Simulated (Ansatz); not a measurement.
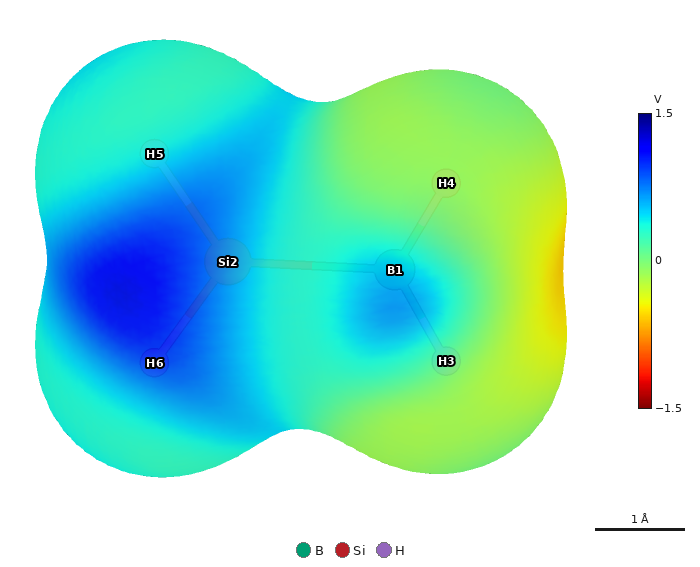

Figure 1: BH$_{4}$Si (doublet). The molecular electrostatic potential painted on the density surface at 0.002 e/bohr³, seen at a tilt; the colour scale runs from red (negative) to blue (positive).

Geometry: PBE0-D4/def2-TZVP.

These are results of Ansatz, UKS PBE0-D4/def2-TZVPP, not measurements.

Input

```
crystal:
  periodic: [false, false, false]
  atoms:
    - {symbol: B, position_ang: [-0.003985, -1.039640, 0.114857]}
    - {symbol: Si, position_ang: [0.003342, 0.870763, -0.096209]}
    - {symbol: H, position_ang: [-0.750728, -1.545670, 0.897275]}
    - {symbol: H, position_ang: [0.738242, -1.709933, -0.537582]}
    - {symbol: H, position_ang: [0.881480, 1.615745, -1.032292]}
    - {symbol: H, position_ang: [-0.868350, 1.808734, 0.653950]}
basis:
  gaussian: {orbitals: def2-TZVPP}
magnetization: {spin_polarized: true, initial_magnetization: 1}
hamiltonian: {xc: pbe0, dispersion: d4}
output: {orbitals: {seedname: orbitals}}
```

Launched as:

```sh
ansatz run in.yaml --threads 2 --pin off --events-out ev --progress --plain --max-ram 4352MiB
```

Which sites attract a positive test charge, and which a negative one?

A positive charge is drawn to the negative regions and a negative charge to the positive ones. The most negative region (about −0.5 V) lies over H4, the most positive (about +1.2 V) over Si2.
